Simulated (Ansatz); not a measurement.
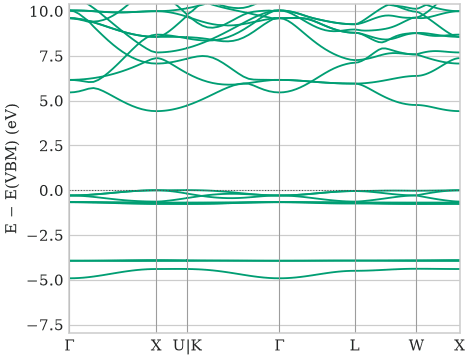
Band structure from r²SCAN (plane waves, PAW; program Ansatz)

Question: Read off the gap and where the band edges lie.

Answer: About 4.4 eV (4.41 eV by a search for the band edges); maximum at K, minimum at X.

Question: Pick the material that matches.
A) Rb2H6Pt, Fm-3m (Rb on 8c, H on 24e, Pt on 4a)
B) LiH, rock salt
C) K2TeCl6, Fm-3m (K on 8c, Te on 4a, Cl on 24e)
D) Cs3CoF6, Fm-3m (Cs on 8c, Cs on 4b, Co on 4a, F on 24e)

Answer: A, Rb2H6Pt, Fm-3m (Rb on 8c, H on 24e, Pt on 4a)

The workflow started from a Materials Project entry (that database holds measured and hypothetical structures alike); the Crystallography Open Database copy checked does not list it. Its standing as an ambient phase is unchecked. The r²SCAN relaxation kept the symmetry of its start; whether a distortion lowers the energy is not shown. The run is not spin-polarised. Scalar-relativistic: spin–orbit coupling is off unless named, which matters more the heavier the elements.

Potentials: the later of the program's two PAW sets.
